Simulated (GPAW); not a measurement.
## Ti2C(OH)2 MXene monolayer: work function by functional and basis

Aim: the work function of both faces of Ti2C(OH)2 MXene monolayer, and its spread over functionals and bases.

Calculated with GPAW 26.7.0; GPAW, PAW setups; layer in a repeated cell with vacuum, relaxation of atoms and in-plane cell, in the first sound run; inputs show where later runs differ.

## 1. Starting point

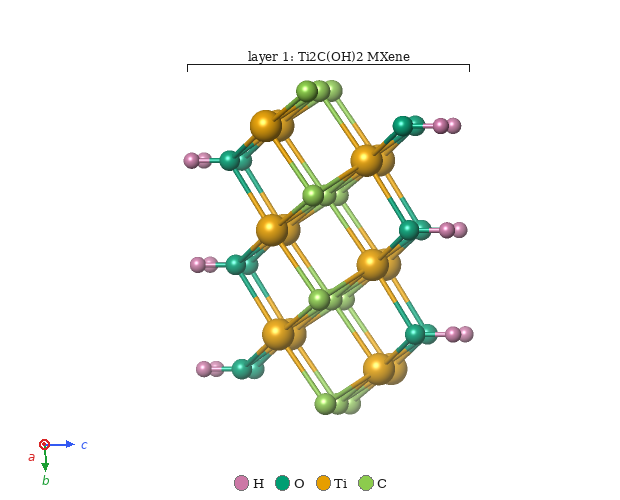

Start, viewed from the side, with the c axis across the page; hydrogen pink, oxygen teal, titanium orange, carbon green. 2×3×1 cells are drawn. Some periodic images of atoms are drawn too.

The cell holds 7 atoms: 2 H, 2 O, 2 Ti and 1 C. Cell: a = 3.100 Å, b = 3.100 Å, c = 24.603 Å, α = 90.0°, β = 90.0°, γ = 120.0°. Vacuum lies along c.

## 2. Relaxation

The atoms are relaxed first, since the surface dipole, and with it the work function, follows the positions of the outer layers.

run.py

```python
import json
import numpy as np
from ase import Atoms
from ase.filters import FrechetCellFilter
from ase.optimize import BFGS
from gpaw import GPAW, PW

slab = Atoms(
    ['H', 'O', 'Ti', 'C', 'Ti', 'O', 'H'],
    positions=[
        [-0.00000, 1.78992, 9.00000],
        [-0.00000, 1.78992, 9.98000],
        [1.55012, 0.89496, 11.07826],
        [0.00000, 0.00000, 12.30153],
        [-0.00000, 1.78992, 13.52480],
        [1.55012, 0.89496, 14.62306],
        [1.55012, 0.89496, 15.60306]],
    cell=[[3.10024, 0.0, 0.0], [-1.55012, 2.68489, 0.0], [0.0, 0.0, 24.6031]],
    pbc=[True, True, True])

slab.calc = GPAW(mode=PW(600), xc='PBE', kpts={'size': (12, 12, 1), 'gamma': True},
                 occupations={'name': 'fermi-dirac', 'width': 0.05}, nbands='160%',
                 convergence={'density': 1e-05}, maxiter=200,
                 symmetry={'tolerance': 1e-3}, txt='slab.txt')
result = {}
# The in-plane cell is free; stress needs a cell that repeats along all three vectors
path = []
opt = BFGS(FrechetCellFilter(slab, mask=[1, 1, 0, 0, 0, 1]), maxstep=0.2)
opt.attach(lambda: path.append((slab.get_potential_energy(), slab.positions.tolist(), slab.get_forces().tolist())))
result['relaxed'] = bool(opt.run(fmax=0.02, steps=45))
result['path'] = path
result['cell'] = slab.cell.tolist()
print('in-plane lattice', slab.cell.cellpar().round(4)[[0, 1, 5]])
energy = slab.get_potential_energy()
fermi = slab.calc.get_fermi_level()
v = slab.calc.get_electrostatic_potential().mean((0, 1)) - fermi
n = slab.calc.get_pseudo_density().mean((0, 1))
L = slab.cell[2, 2]
z = np.arange(len(v)) * L / len(v)
low, high = slab.positions[:, 2].min(), slab.positions[:, 2].max()
below, above = np.interp([low - 6.8, high + 6.8], z, v)
slopes = [np.interp(x, z, np.gradient(v, z)) for x in (low - 6.8, high + 6.8)]
eps = np.array([[slab.calc.get_eigenvalues(k, s) for k in range(len(slab.calc.get_ibz_k_points()))]
                for s in range(slab.calc.get_number_of_spins())]) - fermi
top, bottom = eps[eps < 0].max(), eps[eps > 0].min()
dipole = slab.get_dipole_moment()[2]
print(f'energy {energy:.4f} eV, Fermi level {fermi:.4f} eV, dipole {dipole:.5f} e A')
print(f'potential 6.8 A off the faces, from the Fermi level: lower {below:.4f} eV, upper {above:.4f} eV')
print(f'slope of the potential there: lower {slopes[0]:.5f}, upper {slopes[1]:.5f} eV/A')
print(f'nearest levels on the mesh: {top:.4f} and {bottom:.4f} eV')
print('magnetic moment', round(slab.get_magnetic_moment(), 3))
result.update(energy=energy, fermi=fermi, dipole=dipole, below=below, above=above, slopes=slopes, edges=[top, bottom],
              z=z.tolist(), v=v.tolist(), n=n.tolist(), positions=slab.positions.tolist(),
              forces=slab.get_forces(apply_constraint=False).tolist(), moments=slab.get_magnetic_moments().tolist())
json.dump(result, open('result.json', 'w'))
```

Run with:

```bash
$ OMP_NUM_THREADS=1 OPENBLAS_NUM_THREADS=1 python run.py
```

The program printed:

```text
Step          Energy          fmax
BFGS:    0      -48.895017        3.177809
BFGS:    1      -49.164713        1.713026
BFGS:    2      -49.285742        0.332717
BFGS:    3      -49.289030        0.202332
BFGS:    4      -49.296368        0.518962
BFGS:    5      -49.304214        0.662596
BFGS:    6      -49.304757        0.460623
BFGS:    7      -49.304564        0.224889
BFGS:    8      -49.304719        0.092061
BFGS:    9      -49.304200        0.109757
BFGS:   10      -49.302014        0.152952
BFGS:   11      -49.299424        0.113306
BFGS:   12      -49.297420        0.038441
BFGS:   13      -49.297262        0.004800
in-plane lattice [  3.0368   3.0368 120.    ]
energy -49.2884 eV, Fermi level 1.3186 eV, dipole -0.00060 e A
potential 6.8 A off the faces, from the Fermi level: lower 1.9978 eV, upper 2.0001 eV
slope of the potential there: lower -0.00126, upper 0.00016 eV/A
nearest levels on the mesh: -0.0125 and 0.0539 eV
magnetic moment 0.0
```

It took 27 min on 1 thread of Arm Neoverse V1, shared host; peak memory 0.65 GiB.

This run has no spin polarisation, although Ti can carry a moment.

This step gave:

```yaml
dipole_along_the_normal: -5.98e-4 e·Å
levels_nearest_the_fermi_level_on_the_mesh: -0.01254, 0.05390 eV from the Fermi level
```

The electrostatic potential energy of an electron (without an applied field's), less the Fermi level, planar mean oscillates, so the rows of the table below give means over windows of 1.58 Å about each position, cut where the curve ends. Its maxima inside the range that stand out by 2 % of the span (Å: eV): 9.2: -0.389, 10.3: -5.85, 11.9: -8.02, 12.7: -8.02, 14.3: -5.84, 15.4: -0.379. Its minima: 8.9: -1.50, 9.8: -10.9, 11.2: -19.1, 12.3: -12.7, 13.4: -19.1, 14.8: -10.8, 15.7: -1.49.

The electrostatic potential energy of an electron (without an applied field's), less the Fermi level, planar mean by z; means over each step:

```csv
z (Å),"electrostatic potential energy of an electron (without an applied field's), less the Fermi level, planar mean (eV)"
0.79,2.00
2.37,2.00
3.95,1.99
5.53,1.94
7.11,1.60
8.69,-0.334
10.27,-9.55
11.85,-12.2
13.43,-12.8
15.01,-4.84
16.59,0.740
18.17,1.82
19.75,1.98
21.33,2.00
22.91,2.00
24.49,2.00
```

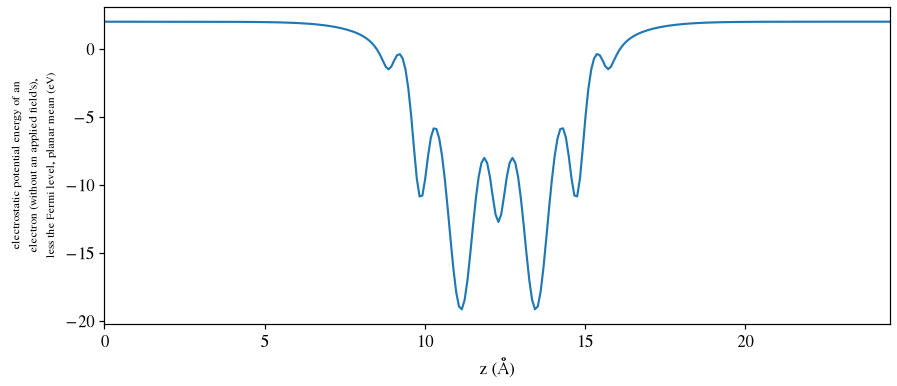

Electrostatic potential energy of an electron (without an applied field's), less the Fermi level, planar mean, plotted against z.

The pseudo valence density, planar mean oscillates, so the rows of the table below give means over windows of 1.23 Å about each position, cut where the curve ends. Its maxima inside the range that stand out by 2 % of the span (Å: e/Å³): 9.8: 0.941, 11.1: 1.51, 13.5: 1.51, 14.8: 0.941. Its minima: 10.4: 0.522, 12.5: 0.580, 14.2: 0.522.

The pseudo valence density, planar mean by z; means over each step:

```csv
z (Å),"pseudo valence density, planar mean (e/Å³)"
4.30,1.1e-4
5.54,4.7e-4
6.77,0.00178
8.00,0.0193
9.22,0.385
10.46,0.830
11.69,0.900
12.92,0.898
14.14,0.831
15.38,0.387
16.61,0.0196
17.83,0.00179
19.06,4.7e-4
20.29,1.1e-4
```

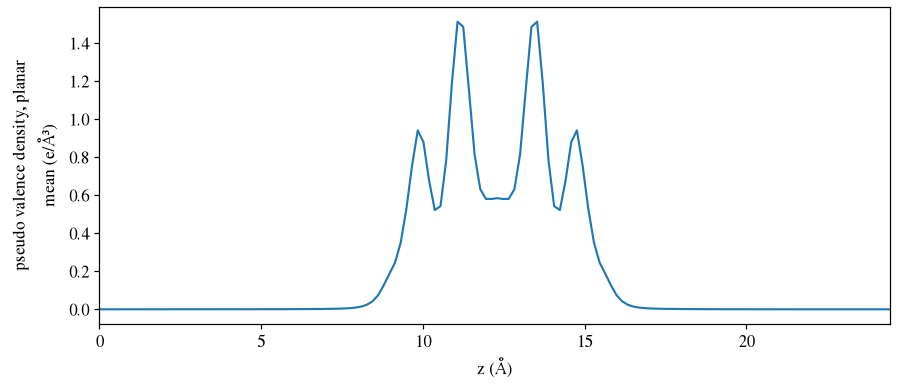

Pseudo valence density, planar mean, plotted against z.

The relaxation lowered the energy of the cell by 0.403 eV (energies extrapolated to zero smearing; the optimiser's log prints free energies). The largest force left on a free atom is 0.0048 eV/Å.

## 3. Plane waves, PBE

The work function is the vacuum plateau of the electrostatic potential less the Fermi level; a dipole layer lets the two faces have plateaus of their own.

This step: GPAW, PAW setups; slab in vacuum (GPAW 26.7.0).

The cell differs from the one that the last finished run ended in (c 24.603 → 24.828 Å).

run.py

```python
import json
import numpy as np
from ase import Atoms
from gpaw import GPAW, PW

slab = Atoms(
    ['H', 'O', 'Ti', 'C', 'Ti', 'O', 'H'],
    positions=[
        [-0.00000, 1.75328, 9.00000],
        [-0.00000, 1.75328, 9.97489],
        [1.51839, 0.87664, 11.25212],
        [0.00000, 0.00000, 12.41420],
        [-0.00000, 1.75328, 13.57628],
        [1.51839, 0.87664, 14.85351],
        [1.51839, 0.87664, 15.82840]],
    cell=[[3.03678, -0.0, 0.0], [-1.51839, 2.62993, 0.0], [0.0, 0.0, 24.8284]],
    pbc=[True, True, False])

slab.calc = GPAW(mode=PW(500), xc='PBE', kpts={'size': (12, 12, 1), 'gamma': True},
                 occupations={'name': 'fermi-dirac', 'width': 0.05}, nbands='160%',
                 convergence={'density': 1e-05}, maxiter=200,
                 poissonsolver={'dipolelayer': 'xy'},
                 symmetry={'tolerance': 1e-3}, txt='slab.txt')
result = {}
energy = slab.get_potential_energy()
fermi = slab.calc.get_fermi_level()
v = slab.calc.get_electrostatic_potential().mean((0, 1)) - fermi
n = slab.calc.get_pseudo_density().mean((0, 1))
L = slab.cell[2, 2]
z = np.arange(len(v)) * L / len(v)
low, high = slab.positions[:, 2].min(), slab.positions[:, 2].max()
below, above = np.interp([low - 6.8, high + 6.8], z, v)
slopes = [np.interp(x, z, np.gradient(v, z)) for x in (low - 6.8, high + 6.8)]
eps = np.array([[slab.calc.get_eigenvalues(k, s) for k in range(len(slab.calc.get_ibz_k_points()))]
                for s in range(slab.calc.get_number_of_spins())]) - fermi
top, bottom = eps[eps < 0].max(), eps[eps > 0].min()
dipole = slab.get_dipole_moment()[2]
print(f'energy {energy:.4f} eV, Fermi level {fermi:.4f} eV, dipole {dipole:.5f} e A')
print(f'potential 6.8 A off the faces, from the Fermi level: lower {below:.4f} eV, upper {above:.4f} eV')
print(f'slope of the potential there: lower {slopes[0]:.5f}, upper {slopes[1]:.5f} eV/A')
print(f'nearest levels on the mesh: {top:.4f} and {bottom:.4f} eV')
print('magnetic moment', round(slab.get_magnetic_moment(), 3))
result.update(energy=energy, fermi=fermi, dipole=dipole, below=below, above=above, slopes=slopes, edges=[top, bottom],
              z=z.tolist(), v=v.tolist(), n=n.tolist(), positions=slab.positions.tolist(),
              forces=slab.get_forces(apply_constraint=False).tolist(), moments=slab.get_magnetic_moments().tolist())
json.dump(result, open('result.json', 'w'))
```

The program printed:

```text
energy -48.5523 eV, Fermi level 1.2794 eV, dipole 0.00001 e A
potential 6.8 A off the faces, from the Fermi level: lower 2.0146 eV, upper 2.0146 eV
slope of the potential there: lower -0.00064, upper 0.00064 eV/A
nearest levels on the mesh: -0.0128 and 0.0539 eV
magnetic moment 0.0
```

Run time: 80 s. Hardware: 1 thread; peak memory 0.27 GiB.

Numbers from this step:

```yaml
dipole_along_the_normal: 7.37e-6 e·Å
levels_nearest_the_fermi_level_on_the_mesh: -0.01275, 0.05386 eV from the Fermi level
upper_work_function: 2.015 eV
lower_work_function: 2.015 eV
```

The electrostatic potential energy of an electron (without an applied field's), less the Fermi level, planar mean oscillates, so the rows of the table below give means over windows of 1.56 Å about each position, cut where the curve ends. Its maxima inside the range that stand out by 2 % of the span (Å: eV): 9.3: -0.385, 10.4: -5.86, 12.0: -8.04, 12.9: -8.04, 14.4: -5.86, 15.5: -0.385. Its minima: 9.0: -1.47, 10.0: -10.9, 11.2: -19.1, 12.4: -12.7, 13.6: -19.1, 14.8: -10.9, 15.8: -1.47.

Table of electrostatic potential energy of an electron (without an applied field's), less the Fermi level, planar mean by z; means over each step:

```csv
z (Å),"electrostatic potential energy of an electron (without an applied field's), less the Fermi level, planar mean (eV)"
0.78,2.02
2.34,2.01
3.90,2.01
5.46,1.97
7.02,1.70
8.58,0.0411
10.14,-7.17
11.70,-13.3
13.26,-13.3
14.82,-6.18
16.38,0.199
17.94,1.75
19.50,1.97
21.06,2.01
22.62,2.01
24.18,2.02
```

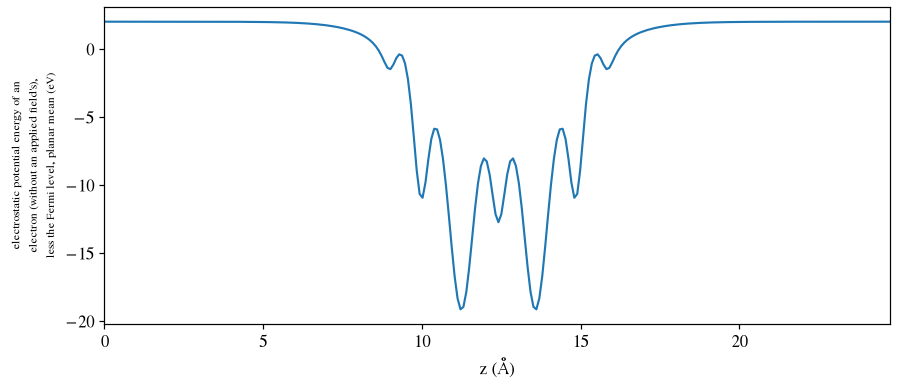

Electrostatic potential energy of an electron (without an applied field's), less the Fermi level, planar mean, plotted against z.

The pseudo valence density, planar mean oscillates, so the rows of the table below give means over windows of 1.29 Å about each position, cut where the curve ends. Its maxima inside the range that stand out by 2 % of the span (Å: e/Å³): 9.9: 0.926, 11.2: 1.54, 13.6: 1.54, 14.9: 0.926. Its minima: 10.5: 0.522, 12.7: 0.578, 14.3: 0.522.

Table of pseudo valence density, planar mean by z; means over each step:

```csv
z (Å),"pseudo valence density, planar mean (e/Å³)"
4.52,1.2e-4
5.80,5.7e-4
7.10,0.00236
8.38,0.0468
9.68,0.575
10.96,1.000
12.25,0.636
13.54,1.05
14.84,0.659
16.12,0.102
17.41,0.00383
18.71,8.1e-4
20.00,1.8e-4
21.29,3.6e-5
```

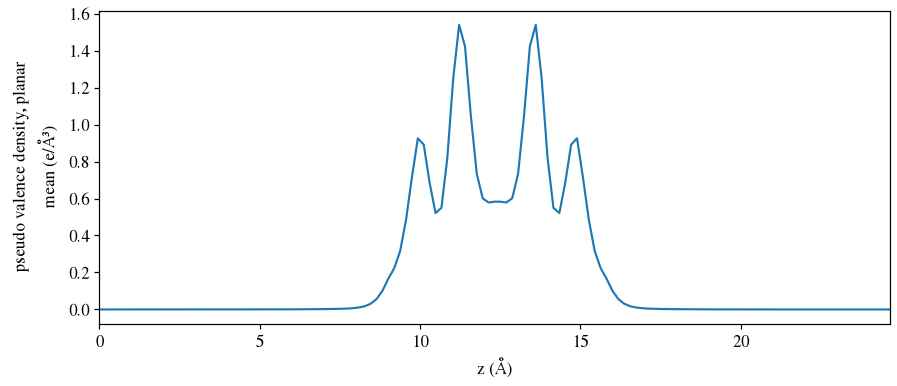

Pseudo valence density, planar mean, plotted against z.

Force by atom:

```csv
atom,x (eV/Å),y (eV/Å),z (eV/Å),size
H1,0.0000,0.0000,-0.0998,0.0998
O2,0.0000,0.0000,0.0769,0.0769
Ti3,0.0000,0.0000,-0.0240,0.0240
C4,0.0000,0.0000,0.0000,0.0000
Ti5,0.0000,0.0000,0.0240,0.0240
O6,0.0000,0.0000,-0.0769,0.0769
H7,0.0000,0.0000,0.0998,0.0998
```

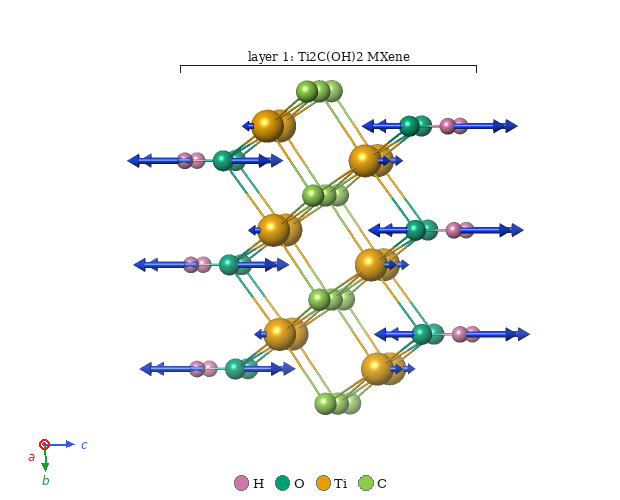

Force as arrows, the longest 0.0998 eV/Å. 2×3×1 cells are drawn. Some periodic images of atoms are drawn too.

The potential is flat to 6.4e-4 eV/Å where it is read, so the vacuum is wide enough.

## 4. Self-consistent run: xc = "LDA"

The same geometry under LDA, to see how far the functional moves the levels against the vacuum.

Edit run.py of step 3 so:

```diff
@@ -18,3 +18,3 @@
 
-slab.calc = GPAW(mode=PW(500), xc='PBE', kpts={'size': (12, 12, 1), 'gamma': True},
+slab.calc = GPAW(mode=PW(500), xc='LDA', kpts={'size': (12, 12, 1), 'gamma': True},
                  occupations={'name': 'fermi-dirac', 'width': 0.05}, nbands='160%',
```

The program printed:

```text
energy -53.2511 eV, Fermi level 1.0143 eV, dipole 0.00001 e A
potential 6.8 A off the faces, from the Fermi level: lower 2.2250 eV, upper 2.2250 eV
slope of the potential there: lower -0.00037, upper 0.00037 eV/A
nearest levels on the mesh: -0.0188 and 0.0495 eV
magnetic moment 0.0
```

It took 75 s on 1 thread; peak memory 0.27 GiB.

This step gave:

- dipole along the normal: 8.29e-6 e·Å
- levels nearest the Fermi level on the mesh: -0.01885, 0.04947 eV from the Fermi level
- upper work function: 2.225 eV
- lower work function: 2.225 eV

The electrostatic potential energy of an electron (without an applied field's), less the Fermi level, planar mean oscillates, so the rows of the table below give means over windows of 1.56 Å about each position, cut where the curve ends. Its maxima inside the range that stand out by 2 % of the span (Å: eV): 9.3: -0.0846, 10.4: -5.44, 12.0: -7.70, 12.9: -7.70, 14.4: -5.44, 15.5: -0.0846. Its minima: 9.0: -1.20, 10.0: -10.6, 11.2: -18.7, 12.4: -12.4, 13.6: -18.7, 14.8: -10.6, 15.8: -1.20.

Table of electrostatic potential energy of an electron (without an applied field's), less the Fermi level, planar mean by z; means over each step:

```csv
z (Å),"electrostatic potential energy of an electron (without an applied field's), less the Fermi level, planar mean (eV)"
0.78,2.23
2.34,2.22
3.90,2.22
5.46,2.19
7.02,1.96
8.58,0.317
10.14,-6.80
11.70,-12.9
13.26,-12.9
14.82,-5.81
16.38,0.472
17.94,2.00
19.50,2.19
21.06,2.22
22.62,2.22
24.18,2.23
```

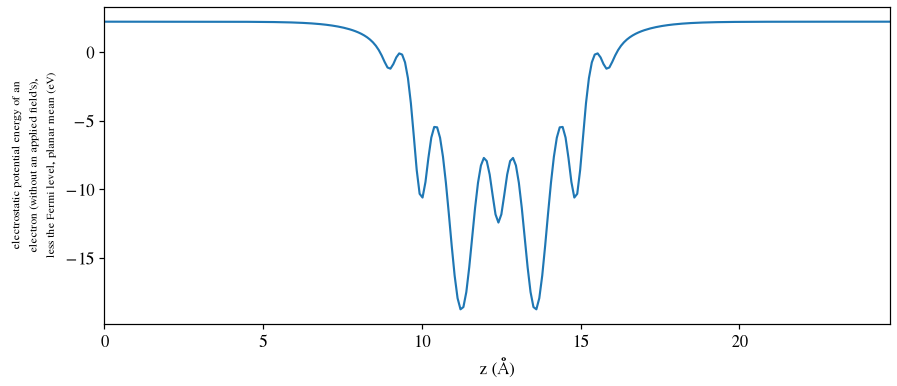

Electrostatic potential energy of an electron (without an applied field's), less the Fermi level, planar mean, plotted against z.

The pseudo valence density, planar mean oscillates, so the rows of the table below give means over windows of 1.29 Å about each position, cut where the curve ends. Its maxima inside the range that stand out by 2 % of the span (Å: e/Å³): 9.9: 0.924, 11.2: 1.54, 13.6: 1.54, 14.9: 0.924. Its minima: 10.5: 0.524, 12.7: 0.577, 14.3: 0.524.

The pseudo valence density, planar mean by z; means over each step:

```csv
z (Å),"pseudo valence density, planar mean (e/Å³)"
4.52,9.7e-5
5.80,5.1e-4
7.10,0.00238
8.38,0.0466
9.68,0.574
10.96,1.00
12.25,0.635
13.54,1.05
14.84,0.659
16.12,0.102
17.41,0.00392
18.71,7.4e-4
20.00,1.5e-4
```

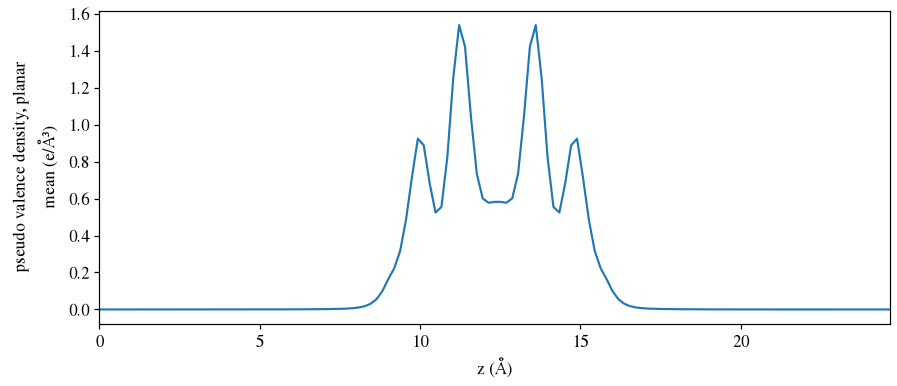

Pseudo valence density, planar mean, plotted against z.

Force by atom:

```csv
atom,x (eV/Å),y (eV/Å),z (eV/Å),size
H1,0.000,0.000,-0.222,0.222
O2,0.000,0.000,0.895,0.895
Ti3,0.000,0.000,-0.038,0.038
C4,0.000,0.000,0.000,0.000
Ti5,0.000,0.000,0.038,0.038
O6,0.000,0.000,-0.895,0.895
H7,0.000,0.000,0.222,0.222
```

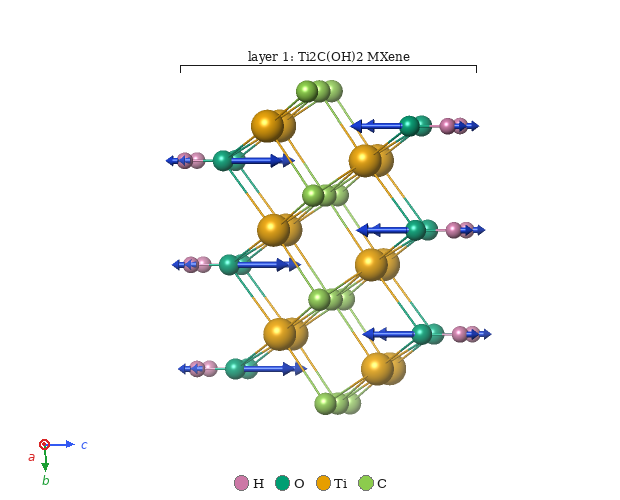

Force as arrows, the longest 0.895 eV/Å. 2×3×1 cells are drawn. Some periodic images of atoms are drawn too.

The upper face's work function is 2.225 eV, against 2.015 eV in the first plane-wave PBE run at this geometry.

(Continued in part 2 of 2.)

[Logs are printed without paths, hosts, clocks, repeated set-up lines and the standing remarks that a program may print on its own settings, such as how far it seeks lower states.]

[Hosts, paths, dates, database ids (printed as entryN), source tags and the programs' standing remarks are cut or masked in the printed files.]
